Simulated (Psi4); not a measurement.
# One shape, several levels: doublet [BHO2]+

We compute a comparison of 5 runs (UHF/3-21G, UB3LYP/6-31G*, UDSD-PBEP86/def2-TZVPP, UTPSSh/def2-TZVPP) of doublet [BHO2]+. 

Program for the calculation: Psi4 1.11.

**1. Starting point**

The species is [BHO2]+ (4 atoms), meant as a doublet with charge +1. SMILES of the parent species: `O=BO`. The coordinates come from a PBE0-D4/def2-TZVP relaxation. That shape belongs to the parent species and isn't relaxed for this state.

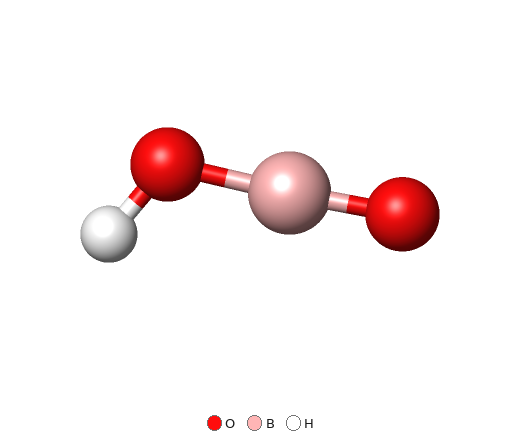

Viewed from a chosen angle; oxygen red, boron pink, hydrogen white.

**2. Energy and forces at UHF/3-21G (run 1)**

input.dat

```
memory 1600 MB

molecule m {
  1 2
  O     -2.93871310     0.98927163     0.80974764
  B     -0.80105490     0.24944385     0.46978591
  O      1.54333933    -0.57069729     0.20522426
  H      2.19642867    -0.66801819    -1.48475782
  units au
  symmetry c1
  no_reorient
  no_com
}

set globals {
  reference uhf
  puream true
  e_convergence 1e-09
  d_convergence 1e-08
  scf_type pk
  maxiter 200
}

energy_value, wavefunction = gradient("hf/3-21G", return_wfn=True)
oeprop(wavefunction, "MULLIKEN_CHARGES", "QUADRUPOLE", "LOWDIN_CHARGES", title="HF")
print_variables()
```

Started as:

```sh
psi4 input.dat output.dat -n 1
```

output.dat:

```text
[...]
  Running in c1 symmetry.
[...]
  Nuclear repulsion =   54.005576512366055
[...]
  Multiplicity = 2
[...]
  Nalpha       = 11
  Nbeta        = 10
[...]
    Number of basis functions: 29
[...]
   @UHF iter   1:  -173.57201307275474   -4.91289e-01   1.35320e-02 DIIS/ADIIS
[...]
   @UHF iter  17:  -173.71084485043534   -5.68434e-13   5.97763e-09 DIIS
[...]
   @S^2 Observed:                7.650729584E-01
[...]
    Orbital Energies [Eh]
    ---------------------
    Alpha Occupied:
       1A    -20.922920     2A    -20.856644     3A     -8.044579
       4A     -1.819129     5A     -1.738667     6A     -1.104528
       7A     -1.040528     8A     -1.037977     9A     -0.971210
      10A     -0.898267    11A     -0.887417
    Alpha Virtual:
      12A     -0.112692    13A     -0.098283    14A     -0.097081
      15A      0.044189    16A      0.223180    17A      0.296801
      18A      0.323947    19A      0.627841    20A      0.863766
      21A      0.973463    22A      1.359022    23A      1.428529
      24A      1.490026    25A      1.589942    26A      1.639462
[...]
  @UHF Final Energy:  -173.71084485043534
   => Energetics <=
    Nuclear Repulsion Energy =             54.0055765123660549
    One-Electron Energy =                -338.1852020145848883
    Two-Electron Energy =                 110.4687806517834758
    Total Energy =                       -173.7108448504353362
  UHF NO Occupations:
  HONO-2 :    9  A 1.9985005
  HONO-1 :   10  A 1.9946254
[...]
  -Total Gradient:
     Atom            X                  Y                   Z
    ------   -----------------  -----------------  -----------------
       1        0.171731057343    -0.059404510563    -0.027680925612
       2       -0.222998419847     0.078539551076     0.018672186904
       3        0.079530569651    -0.027754185546    -0.009810337792
       4       -0.028263207147     0.008619145034     0.018819076500
[...]
 Multipole Moments:
 ------------------------------------------------------------------------------------
     Multipole            Electronic (a.u.)      Nuclear  (a.u.)        Total (a.u.)
 ------------------------------------------------------------------------------------
 L = 1.  Multiply by 2.5417464519 to convert [e a0] to [Debye]
 Dipole X            :         12.7331047          -12.9718360           -0.2387313
 Dipole Y            :         -3.8024193            3.9277958            0.1253765
 Dipole Z            :         -9.4730260            8.9839469           -0.4890790
 Magnitude           :                                                    0.5584892
 L = 2.  Multiply by 1.3450342976 to convert [e a0^2] to [Debye ang]
 Quadrupole XX       :       -105.7803361           96.1761914           -9.6041447
 Quadrupole XY       :         32.9821854          -32.7700660            0.2121194
[...]
  Mulliken Charges: (a.u.)
   Center  Symbol    Alpha    Beta     Spin     Total
       1     O     4.54582  3.54877  0.99705 -0.09458
       2     B     1.86710  2.00228 -0.13518  1.13062
       3     O     4.35616  4.21004  0.14613 -0.56620
       4     H     0.23092  0.23892 -0.00800  0.53016
   Total alpha = 11.00000, Total beta = 10.00000, Total charge =  1.00000
  Lowdin Charges: (a.u.)
   Center  Symbol    Alpha    Beta     Spin     Total
       1     O     4.36167  3.40600  0.95567  0.23233
       2     B     2.19505  2.28402 -0.08898  0.52093
[...]
```

Run time: 3.9 s. Hardware: 1 thread of Intel Xeon Platinum 8175M at 2.50GHz (Skylake/Cascade Lake), shared host; peak memory 0.18 GiB.

**3. A single-point energy at UB3LYP/6-31G(d) (spherical functions) (run 2)**

bho2.xyz

```xyz
4
BHO2
O     -1.555100     0.523500     0.428500
B     -0.423900     0.132000     0.248600
O      0.816700    -0.302000     0.108600
H      1.162300    -0.353500    -0.785700
```

run.py

```python
import psi4

psi4.set_memory(1600000000)
psi4.set_num_threads(1)
psi4.set_output_file('run.log', False)

with open('bho2.xyz') as f:
    atoms = ''.join(f.readlines()[2:])
molecule = psi4.geometry('1 2\n' + atoms + 'symmetry c1\nno_reorient\nno_com')

psi4.set_options({
    'basis': '6-31G*',
    'reference': 'uks',
    'puream': True,
    'e_convergence': 1e-09,
    'd_convergence': 1e-08,
    'scf_type': 'pk',
    'dft_radial_points': 99,
    'dft_spherical_points': 590,
    'maxiter': 200,
})

e, wfn = psi4.energy("B3LYP", return_wfn=True)
psi4.oeprop(wfn, "WIBERG_LOWDIN_INDICES", "MAYER_INDICES", "QUADRUPOLE", title="B3LYP")
print('E =', round(e, 9))
```

Started as:

```sh
python run.py
```

run.log:

```text
[...]
  Running in c1 symmetry.
[...]
  Nuclear repulsion =   54.005576575383920
[...]
  Multiplicity = 2
[...]
  Nalpha       = 11
  Nbeta        = 10
[...]
    Number of basis functions: 44
[...]
   @UKS iter   1:  -175.40936330584159   -2.28798e-02   1.17966e-02 ADIIS/DIIS
[...]
   @UKS iter  13:  -175.53268619842638   -7.67386e-12   7.83761e-09 DIIS
[...]
   @S^2 Observed:                7.621705467E-01
[...]
    Orbital Energies [Eh]
    ---------------------
    Alpha Occupied:
       1A    -19.562821     2A    -19.555988     3A     -7.180587
       4A     -1.411608     5A     -1.399252     6A     -0.930932
       7A     -0.792488     8A     -0.792390     9A     -0.769775
      10A     -0.724120    11A     -0.711921
    Alpha Virtual:
      12A     -0.258780    13A     -0.257385    14A     -0.249357
      15A     -0.143748    16A      0.056813    17A      0.114652
      18A      0.137852    19A      0.238079    20A      0.458287
      21A      0.529349    22A      0.546785    23A      0.582441
      24A      0.644691    25A      0.724195    26A      0.737611
[...]
  @UKS Final Energy:  -175.53268619842638
   => Energetics <=
    Nuclear Repulsion Energy =             54.0055765753839196
    One-Electron Energy =                -340.0009850998368393
    Two-Electron Energy =                 127.6790371014386238
    DFT Exchange-Correlation Energy =     -17.2163147754120800
    Empirical Dispersion Energy =           0.0000000000000000
    VV10 Nonlocal Energy =                  0.0000000000000000
    Total Energy =                       -175.5326861984263758
[...]
 Multipole Moments:
 ------------------------------------------------------------------------------------
     Multipole            Electronic (a.u.)      Nuclear  (a.u.)        Total (a.u.)
 ------------------------------------------------------------------------------------
 L = 1.  Multiply by 2.5417464519 to convert [e a0] to [Debye]
 Dipole X            :         13.0357491          -12.9718360            0.0639131
 Dipole Y            :         -3.9209919            3.9277958            0.0068038
 Dipole Z            :         -9.3506676            8.9839470           -0.3667206
 Magnitude           :                                                    0.3723106
 L = 2.  Multiply by 1.3450342976 to convert [e a0^2] to [Debye ang]
 Quadrupole XX       :       -104.2095588           96.1761913           -8.0333675
 Quadrupole XY       :         32.4049123          -32.7700659           -0.3651536
[...]
```

On the terminal:

```text
Memory set to   1.490 GiB by Python driver.
  Threads set to 1 by Python driver.
E = -175.532686198
```

It took 22 s on 1 thread of Intel Xeon Platinum 8175M at 2.50GHz (Skylake/Cascade Lake), shared host; peak memory 0.48 GiB.

Run 3 isn't shown in full; the table further down has it.

**4. A single-point energy at UDSD-PBEP86/def2-TZVPP (run 4)**

job.py

```python
import psi4

psi4.set_memory(1600000000)
psi4.set_num_threads(1)
psi4.core.set_output_file('output.dat', False)

molecule = psi4.geometry("""
1 2
O     -1.555100     0.523500     0.428500
B     -0.423900     0.132000     0.248600
O      0.816700    -0.302000     0.108600
H      1.162300    -0.353500    -0.785700
symmetry c1
""")

psi4.set_options({
    'basis': 'def2-TZVPP',
    'reference': 'uks',
    'puream': True,
    'e_convergence': 1e-09,
    'd_convergence': 1e-08,
    'scf_type': 'pk',
    'dft_radial_points': 99,
    'dft_spherical_points': 590,
    'num_frozen_docc': 3,
    'maxiter': 200,
})

result = psi4.energy("DSD-PBEP86")
print(f'DSD-PBEP86 energy: {result:.10f} Eh')
for k, v in sorted(psi4.core.scalar_variables().items()):
    print(f'{k:45s} {v:18.10f}')
```

Started as:

```sh
python job.py
```

output.dat:

```text
[...]
  Running in c1 symmetry.
[...]
  Nuclear repulsion =   54.005576575383920
[...]
  Multiplicity = 2
[...]
  Nalpha       = 11
  Nbeta        = 10
[...]
    Number of basis functions: 107
[...]
   @UKS iter   1:  -174.96186191862103   -4.94431e-01   4.09169e-03 DIIS/ADIIS
[...]
   @UKS iter  16:  -175.07836793582885   -6.50857e-12   5.58530e-09 DIIS
[...]
   @S^2 Observed:                7.608673967E-01
[...]
    Orbital Energies [Eh]
    ---------------------
    Alpha Occupied:
       1A    -20.497939     2A    -20.431918     3A     -7.740845
       4A     -1.675228     5A     -1.605740     6A     -1.034489
       7A     -0.969402     8A     -0.968996     9A     -0.899787
      10A     -0.843906    11A     -0.823212
    Alpha Virtual:
      12A     -0.188695    13A     -0.158552    14A     -0.153470
      15A     -0.082683    16A     -0.022158    17A     -0.021913
      18A      0.023514    19A      0.051401    20A      0.177358
      21A      0.187810    22A      0.229539    23A      0.261034
      24A      0.270061    25A      0.312201    26A      0.371337
[...]
  @UKS Final Energy:  -175.07836793582885
   => Energetics <=
    Nuclear Repulsion Energy =             54.0055765753839196
    One-Electron Energy =                -340.0890897503277301
    Two-Electron Energy =                 117.0644404702899806
    DFT Exchange-Correlation Energy =      -6.0592952311750379
    Empirical Dispersion Energy =           0.0000000000000000
    VV10 Nonlocal Energy =                  0.0000000000000000
    Total Energy =                       -175.0783679358288509
[...]
 Multipole Moments:
 ------------------------------------------------------------------------------------
     Multipole            Electronic (a.u.)      Nuclear  (a.u.)        Total (a.u.)
 ------------------------------------------------------------------------------------
 L = 1.  Multiply by 2.5417464519 to convert [e a0] to [Debye]
 Dipole X            :         -1.1145203            1.4880401            0.3735198
 Dipole Y            :          0.3803580           -0.4555203           -0.0751624
 Dipole Z            :          0.2431474           -0.9694934           -0.7263460
 Magnitude           :                                                    0.8202103
[...]
```

Standard output:

```text
Memory set to   1.490 GiB by Python driver.
  Threads set to 1 by Python driver.
DSD-PBEP86 energy: -175.3333421379 Eh
CURRENT ENERGY                                   -175.3333421379
CURRENT REFERENCE ENERGY                         -175.0783679358
DD SOLVATION ENERGY                                 0.0000000000
DFT FUNCTIONAL TOTAL ENERGY                      -175.0783679358
DFT TOTAL ENERGY                                 -175.3333421379
DFT VV10 ENERGY                                     0.0000000000
DFT XC ENERGY                                      -6.0592952312
DOUBLE-HYBRID CORRECTION ENERGY                    -0.2549742020
DSD-PBEP86 DOUBLE-HYBRID CORRECTION ENERGY         -0.2549742020
DSD-PBEP86 TOTAL ENERGY                          -175.3333421379
GRID ELECTRONS ALPHA                               11.0000000197
GRID ELECTRONS BETA                                10.0000000153
GRID ELECTRONS TOTAL                               21.0000000350
NUCLEAR REPULSION ENERGY                           54.0055765754
ONE-ELECTRON ENERGY                              -340.0890897503
PCM POLARIZATION ENERGY                             0.0000000000
PE ENERGY                                           0.0000000000
SCF ITERATION ENERGY                             -175.0783679358
SCF ITERATIONS                                     16.0000000000
SCF TOTAL ENERGY                                 -175.0783679358
TWO-ELECTRON ENERGY                               117.0644404703
XC GRID RADIAL POINTS                              99.0000000000
XC GRID SPHERICAL POINTS                          590.0000000000
XC GRID TOTAL POINTS                           226588.0000000000
```

Wall time 47 s (1 thread of Intel Xeon Platinum 8175M at 2.50GHz (Skylake/Cascade Lake), shared host); peak memory 0.58 GiB.

**5. Energy and gradient at UTPSSh/def2-TZVPP (run 5)**

job.dat

```
memory 1600 mb

molecule system {
  1 2
  O     -1.555100     0.523500     0.428500
  B     -0.423900     0.132000     0.248600
  O      0.816700    -0.302000     0.108600
  H      1.162300    -0.353500    -0.785700
  units angstrom
  symmetry c1
}

set {
  basis                def2-TZVPP
  reference            uks
  puream               true
  e_convergence        1e-09
  d_convergence        1e-08
  scf_type             pk
  dft_radial_points    99
  dft_spherical_points 590
  maxiter              200
}

energy_value, wavefunction = gradient("tpssh", return_wfn=True)
oeprop(wavefunction, "LOWDIN_CHARGES", "MULLIKEN_CHARGES", "QUADRUPOLE")
print_variables()
```

Started as:

```sh
psi4 job.dat job.out -n 1
```

job.out (excerpt; [...] marks lines left out):

```text
[...]
  Running in c1 symmetry.
[...]
  Nuclear repulsion =   54.005576575383920
[...]
  Multiplicity = 2
[...]
  Nalpha       = 11
  Nbeta        = 10
[...]
    Number of basis functions: 107
[...]
   @UKS iter   1:  -175.48255238272051   -1.20767e-01   5.69797e-03 DIIS/ADIIS
[...]
   @UKS iter  13:  -175.61434912398119   -3.32534e-11   8.53216e-09 DIIS
[...]
   @S^2 Observed:                7.611932150E-01
[...]
  @UKS Final Energy:  -175.61434912398119
   => Energetics <=
    Nuclear Repulsion Energy =             54.0055765753839196
    One-Electron Energy =                -340.2434626238388091
    Two-Electron Energy =                 129.9080752444783968
    DFT Exchange-Correlation Energy =     -19.2845383200047280
    Empirical Dispersion Energy =           0.0000000000000000
    VV10 Nonlocal Energy =                  0.0000000000000000
    Total Energy =                       -175.6143491239811851
[...]
  -Total Gradient:
     Atom            X                  Y                   Z
    ------   -----------------  -----------------  -----------------
       1        0.094734697824    -0.032683081509    -0.016343762029
       2       -0.124581814916     0.043396564763     0.016356856325
       3        0.043678015612    -0.014090311114    -0.019587489870
       4       -0.013833794652     0.003377886053     0.019574166943
[...]
 Multipole Moments:
 ------------------------------------------------------------------------------------
     Multipole            Electronic (a.u.)      Nuclear  (a.u.)        Total (a.u.)
 ------------------------------------------------------------------------------------
 L = 1.  Multiply by 2.5417464519 to convert [e a0] to [Debye]
 Dipole X            :         -0.7441737            1.4880401            0.7438664
 Dipole Y            :          0.2503446           -0.4555203           -0.2051757
 Dipole Z            :          0.2069578           -0.9694934           -0.7625355
 Magnitude           :                                                    1.0848478
 L = 2.  Multiply by 1.3450342976 to convert [e a0^2] to [Debye ang]
 Quadrupole XX       :        -96.0587319           88.6282701           -7.4304618
 Quadrupole XY       :         29.9389839          -30.4849345           -0.5459506
[...]
  Mulliken Charges: (a.u.)
   Center  Symbol    Alpha    Beta     Spin     Total
[...]
```

Wall time 2.2 min (1 thread of Intel Xeon Platinum 8175M at 2.50GHz (Skylake/Cascade Lake), shared host); peak memory 0.61 GiB.

**6. Overview of the runs**

```tsv
run	level	task	integration grid	energy (Eh)	HOMO energy (eV)	LUMO energy (eV)	⟨S²⟩	wall time
1	UHF/3-21G	gradient	–	-173.710845	-23.16	-9.24	0.765	3.9 s
2	UB3LYP/6-31G* (spherical functions)	energy	99 radial × 590 angular	-175.532686	-18.83	-15.40	0.762	22 s
3	UB3LYP/6-31G* (Cartesian functions)	energy	99 radial × 590 angular	-175.535352	-18.84	-15.40	0.762	22 s
4	UDSD-PBEP86/def2-TZVPP	energy	99 radial × 590 angular	-175.333342	-21.80	-11.37	0.761	47 s
5	UTPSSh/def2-TZVPP	gradient	99 radial × 590 angular	-175.614349	-18.26	-15.65	0.761	2.2 min
```

**7. What came out**

| quantity | value |
| --- | --- |
| run 5: total energy | -175.61435 Eh |
| run 5: HOMO energy (highest over α and β) | -18.26 eV |
| run 5: LUMO energy (lowest over α and β) | -15.65 eV |
| run 5: ⟨S²⟩ | 0.761 |
| run 5: largest force on an atom | 6.836 eV/Å |

**Reading.** Totals of different functionals can't be ranked against each other. All runs together took 3.8 min, the longest 2.2 min.
